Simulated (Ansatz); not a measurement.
# C2H9FSi2: up Jacob's ladder to CCSD(T), part 2 of 2

Ansatz 0.2.0, Gaussian basis; functionals in def2-TZVPP, the program's frozen cores in correlated methods.

### 7 ωB97M-V (range-separated)

The input, in.yaml:

```yaml
crystal:
  periodic: [false, false, false]
  atoms:
    - {symbol: C, position_ang: [-1.973862, 0.824318, 0.875359]}
    - {symbol: C, position_ang: [-0.574646, 0.830179, 0.310911]}
    - {symbol: F, position_ang: [0.317018, 1.248050, 1.310312]}
    - {symbol: Si, position_ang: [0.026024, -0.861579, -0.337395]}
    - {symbol: Si, position_ang: [2.302733, -0.769383, -0.864040]}
    - {symbol: H, position_ang: [-2.690913, 0.548834, 0.097580]}
    - {symbol: H, position_ang: [-2.064394, 0.106517, 1.693421]}
    - {symbol: H, position_ang: [-2.240755, 1.815396, 1.251296]}
    - {symbol: H, position_ang: [-0.501178, 1.569304, -0.496541]}
    - {symbol: H, position_ang: [-0.775782, -1.197952, -1.548834]}
    - {symbol: H, position_ang: [-0.238143, -1.897246, 0.699944]}
    - {symbol: H, position_ang: [2.554739, 0.357503, -1.803355]}
    - {symbol: H, position_ang: [3.118431, -0.567898, 0.361519]}
    - {symbol: H, position_ang: [2.727727, -2.035242, -1.521279]}
basis:
  gaussian: {orbitals: def2-TZVPP}
hamiltonian: {xc: {name: wB97M-V}}
output: {forces: true, orbitals: {seedname: orbitals}}
```

The run is started by

```
ansatz run in.yaml --threads 4 --pin off --events-out ev --progress --plain --max-ram 10444MiB
```

Standard output, cut to the lines that bear on the results:

```text
Functional definition: wB97M-V
  name "wB97M-V"
  cite "Mardirossian & Head-Gordon, J. Chem. Phys. 144, 214110 (2016) doi:10.1063/1.4952647"
  cite "Becke, J. Chem. Phys. 107, 8554 (1997) doi:10.1063/1.475007"
  cite "Vydrov & Van Voorhis, J. Chem. Phys. 133, 244103 (2010) doi:10.1063/1.3521275"
  # Of w^i u^j: cxij and so on, Table III.
[...]
  gx(w, u) = 1 - cx + cx01*u + cx10*w
  gss(w, u) = css00 + css04*u^4 + css10*w + css20*w^2 + css43*w^4*u^3
  gos(w, u) = cos00 + cos10*w + (cos20 + cos21*u)*w^2 + (cos60 + cos61*u)*w^6
[...]
      + integral(e_c_pw_mod_opposite_spin*gos(b97_w_opposite, b97_u_opposite)) + vv10(b, c)
1629 factors; their error is unknown
398 factors; integrals over basis functions are off by at most 1.2e-5 eV
[...]
Atom 4 at     2.302733    -0.769383    -0.864040 Å, force     0.099010     0.014731    -0.011173 eV/Å
Atom 5 at    -2.690913     0.548834     0.097580 Å, force     0.053650     0.017928     0.053464 eV/Å
Atom 6 at    -2.064394     0.106517     1.693421 Å, force     0.016504     0.049023    -0.059248 eV/Å
Atom 7 at    -2.240755     1.815396     1.251296 Å, force     0.022869    -0.082953    -0.027750 eV/Å
Atom 8 at    -0.501178     1.569304    -0.496541 Å, force    -0.013987    -0.055236     0.073589 eV/Å
Atom 9 at    -0.775782    -1.197952    -1.548834 Å, force     0.080249     0.042181     0.129355 eV/Å
Atom 10 at    -0.238143    -1.897246     0.699944 Å, force     0.022437     0.113795    -0.102879 eV/Å
Atom 11 at     2.554739     0.357503    -1.803355 Å, force    -0.032438    -0.125954     0.106022 eV/Å
Atom 12 at     3.118431    -0.567898     0.361519 Å, force    -0.097358    -0.023480    -0.141952 eV/Å
Atom 13 at     2.727727    -2.035242    -1.521279 Å, force    -0.056002     0.144076     0.076225 eV/Å
Dipole moment:    -0.278454    -0.028683    -0.189461 e Å
```

Run time: 13 s. Hardware: 4 threads of Arm Neoverse V2, shared host; peak memory 1.3 GiB.

With the free atoms at this level, -20642.287 eV in sum, the atomisation energy is 1138.0 kcal/mol. HOMO -10.18 eV, LUMO 1.74 eV.

### 8 B2PLYP (double hybrid)

in.yaml, as its differences from that of step 7:

```diff
@@ -19,3 +19,2 @@
   gaussian: {orbitals: def2-TZVPP}
-hamiltonian: {xc: {name: wB97M-V}}
-output: {forces: true, orbitals: {seedname: orbitals}}
+hamiltonian: {xc: {name: B2PLYP}}
```

Same command.

Standard output, cut to the lines that bear on the results:

```text
Functional definition: B2PLYP
  name "B2PLYP"
  cite "Grimme, J. Chem. Phys. 124, 034108 (2006) doi:10.1063/1.2148954"
  cite "Becke, Phys. Rev. A 38, 3098 (1988) doi:10.1103/PhysRevA.38.3098"
  cite "Lee, Yang & Parr, Phys. Rev. B 37, 785 (1988) doi:10.1103/PhysRevB.37.785"
[...]
1752 factors; integrals over basis functions are off by at most 8.9e-4 eV
[...]
mean field -20677.30191258 eV, -759.8768297088 hartree, gradient 2.6e-6 eV, S^2 0.000000; 0 other end points of the search recorded, 0 dependent functions left out
13 core orbitals not correlated: weight in the atoms' cores, before any rotation towards them, 1.000 or more for the frozen orbitals, at most 0.000 for the correlated occupied ones
reference -20677.30211656 eV, -759.8768372048 hartree; 16, 16 occupied and 274, 274 virtual orbitals, 1752 factors
second order -28.00329817 eV of doubles, -0.00000000 eV of singles
Total energy: -20684.86300707 eV, -760.1546948060 hartree
```

Run time: 6.5 s. Hardware: 4 threads of Arm Neoverse V2, shared host; peak memory 0.91 GiB.

Atomisation energy: 1121.9 kcal/mol (free atoms -20636.212 eV, run apart).

### 9 Frontier levels by functional

Dipoles come from the runs that computed forces. Levels are read from the orbital files that the runs wrote:

```tsv
functional	HOMO (eV)	LUMO (eV)	gap (eV)	dipole (D)
PBE-D4	-6.81	-0.81	6.01	1.54
r2SCAN-D4	-7.09	-0.53	6.56	1.60
PBE0-D4	-8.09	0.03	8.12	
B3LYP-D4	-7.89	-0.15	7.75	1.64
ωB97X-V	-10.39	2.05	12.44	
ωB97M-V	-10.18	1.74	11.92	1.62
```

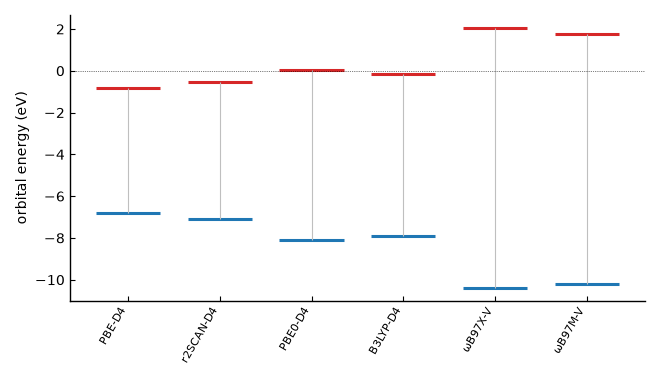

Highest occupied (blue) and lowest empty (red) level by functional.

### 10 CCSD(T) in def2-TZVPP

in.yaml, as its differences from that of step 8:

```diff
@@ -19,2 +19,2 @@
   gaussian: {orbitals: def2-TZVPP}
-hamiltonian: {xc: {name: B2PLYP}}
+correlation: {method: ccsd_t}
```

The command is unchanged.

Standard output, cut to the lines that bear on the results:

```text
Functional definition: HF
  name "HF"
  cite "Fock, Z. Phys. 61, 126 (1930) doi:10.1007/BF01340294"
  parent pbe
[...]
1752 factors; integrals over basis functions are off by at most 8.9e-4 eV
[...]
mean field -20636.05384569 eV, -758.3609912096 hartree, gradient 2.5e-6 eV, S^2 0.000000; 0 other end points of the search recorded, 0 dependent functions left out
13 core orbitals not correlated: weight in the atoms' cores, before any rotation towards them, 1.000 or more for the frozen orbitals, at most 0.000 for the correlated occupied ones
reference -20636.05384569 eV, -758.3609912096 hartree; 16, 16 occupied and 274, 274 virtual orbitals, 1752 factors
second order -23.15429537 eV of doubles, -0.00000000 eV of singles
cycle   1  -24.19096160 eV  change    -1.0e0 eV  update   1.1e-1
[...]
cycle   9  -24.95254401 eV  change   -2.0e-5 eV  update   2.4e-5
perturbative correction -0.86973760 eV, -0.0319622674 hartree
Total energy: -20661.87612730 eV, -759.3099425558 hartree
```

Wall time 12 min (4 threads of Arm Neoverse V2, shared host); peak memory 3.9 GiB.

### 11 MP2 in def2-QZVPP

in.yaml, as its differences from that of step 10:

```diff
@@ -18,3 +18,3 @@
 basis:
-  gaussian: {orbitals: def2-TZVPP}
-correlation: {method: ccsd_t}
+  gaussian: {orbitals: "def2-QZVPP.json"}
+correlation: {method: mp2}
```

Launched as before.

Standard output:

```text
Functional definition: HF
  name "HF"
  cite "Fock, Z. Phys. 61, 126 (1930) doi:10.1007/BF01340294"
  parent pbe
  exchange = exact_x
  correlation = 0
3425 factors; integrals over basis functions are off by at most 7.0e-4 eV
mean field evaluation 1: about -20633.1238 eV, gradient 3.3e1 eV
mean field evaluation 2: about -20633.2658 eV, gradient 3.3e1 eV
mean field evaluation 4: about -20636.6886 eV, gradient 4.4e0 eV
mean field evaluation 8: about -20636.7583 eV, gradient 3.0e-1 eV
mean field -20636.75868914 eV, -758.3868937284 hartree, gradient 8.9e-7 eV, S^2 0.000000; 0 other end points of the search recorded, 0 dependent functions left out
13 core orbitals not correlated: weight in the atoms' cores, before any rotation towards them, 1.000 or more for the frozen orbitals, at most 0.000 for the correlated occupied ones
reference -20636.75868914 eV, -758.3868937284 hartree; 16, 16 occupied and 552, 552 virtual orbitals, 3425 factors
second order -24.92575796 eV of doubles, -0.00000000 eV of singles
Total energy: -20661.68444710 eV, -759.3028984380 hartree
```

Run time: 27 s. Hardware: 4 threads of Arm Neoverse V2, shared host; peak memory 4.6 GiB.

The pieces so far (eV):

```tsv
basis	HF	MP2 correlation	CCSD correlation	(T)	total
def2-TZVPP	-20636.0538	-23.1543	-24.9525	-0.8697	-20661.8761
def2-QZVPP	-20636.7587	-24.9258			-20661.6844 (MP2)
```

The report of the def2-TZVPP run gives T1 = 0.0120.

### 12 The basis-set limit

No new run: Hartree-Fock is extrapolated as exp(−7.88√X) and correlation as X^−2.97, with X = 3 and 4; only MP2 was run in the larger set, so CCSD(T) minus MP2 is added from the smaller one.

```tsv
level	energy at the limit (eV)
HF	-20636.8558
MP2	-20663.0937
CCSD	-20664.8920
CCSD(T)	-20665.7617
```

### 13 The ladder

Free atoms (2 C, 1 F, 2 Si, 9 H) were run apart at each level; the atomisation energy is their sum less the molecule, without zero-point or spin-orbit terms.

```tsv
method	rung	atomisation energy (kcal/mol)	from CCSD(T)/CBS (kcal/mol)	time
PBE-D4	GGA	1143.8	+6.7	2.8 s
r2SCAN-D4	meta-GGA	1137.9	+0.8	5.5 s
PBE0-D4	hybrid	1132.9	-4.2	3.5 s
B3LYP-D4	hybrid	1136.4	-0.7	6 s
ωB97X-V	range-separated	1143.5	+6.4	9 s
ωB97M-V	range-separated	1138.0	+0.9	13 s
B2PLYP	double hybrid	1121.9	-15.2	6.5 s
HF/def2-TZVPP	wavefunction	856.1	-281.0	
MP2/def2-TZVPP	wavefunction	1112.6	-24.5	
CCSD/def2-TZVPP	wavefunction	1097.9	-39.2	
CCSD(T)/def2-TZVPP	wavefunction	1110.1	-27.0	12 min
MP2/CBS	wavefunction	1139.6	+2.5	
CCSD(T)/CBS	wavefunction	1137.1	0	12 min
```

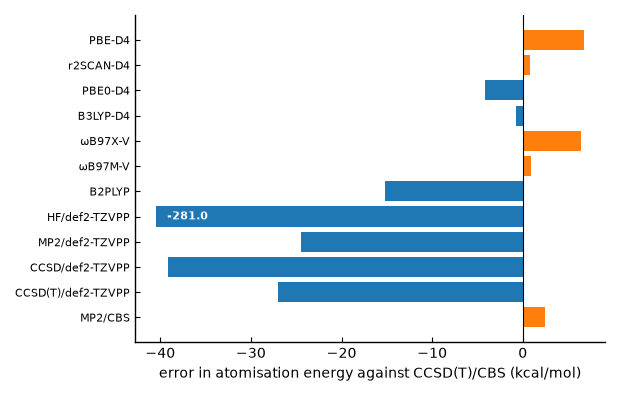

Deviations from CCSD(T)/CBS, method by method. Bars with a number in them are cut short.

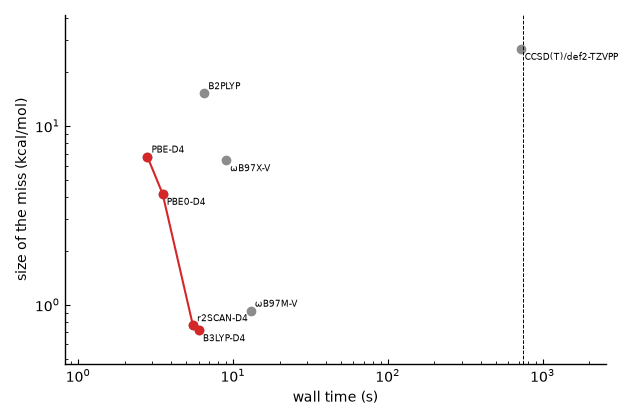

Miss against cost. Red marks the levels that no quicker level drawn beats (of those quicker than the yardstick), and the dashed line is the time of CCSD(T)/CBS. Times are from a shared host.

B2PLYP carry no dispersion term (for B3LYP, D4 adds 11.0 kcal/mol).

Times are those of the molecule's run; HF, MP2 and CCSD come out of the CCSD(T) runs, and the limit's time is the sum of the runs that it needs.

### 14 What came out

The summary covers parts 1 to 2.

```
                               quantity                                  value
        atomisation energy, CCSD(T)/CBS                        1137.1 kcal/mol
functionals within 5.7 kcal/mol (0.5 %)  r2SCAN-D4, PBE0-D4, B3LYP-D4, ωB97M-V
                               farthest                B2PLYP (-15.2 kcal/mol)
             mean size of error, hybrid                           2.4 kcal/mol
    mean size of error, range-separated                           3.7 kcal/mol
              gap, smallest and largest   6.01 eV (PBE-D4), 12.44 eV (ωB97X-V)
                          T1 diagnostic                                 0.0120
triples share of the correlation energy                                  3.4 %
```

PBE-D4 misses by +6.7 kcal/mol. Double hybrids carry the basis error of their MP2 part in triple zeta, and no dispersion term here, so their miss is partly the set-up's. The reference freezes the cores and leaves out relativity and excitations past (T), so misses under about 5.7 kcal/mol can't be ranked. Hartree-Fock recovers 75 % of the binding; the rest is correlation. The gap grows from 6.0 to 12.4 eV across the functionals, mostly with the share of exact exchange.

For cost: B3LYP-D4 gets within 0.7 kcal/mol in 6 s, where CCSD(T)/CBS took 12 min; the quickest level in the cost chart, PBE-D4, takes 2.8 s and misses by 6.7 kcal/mol.
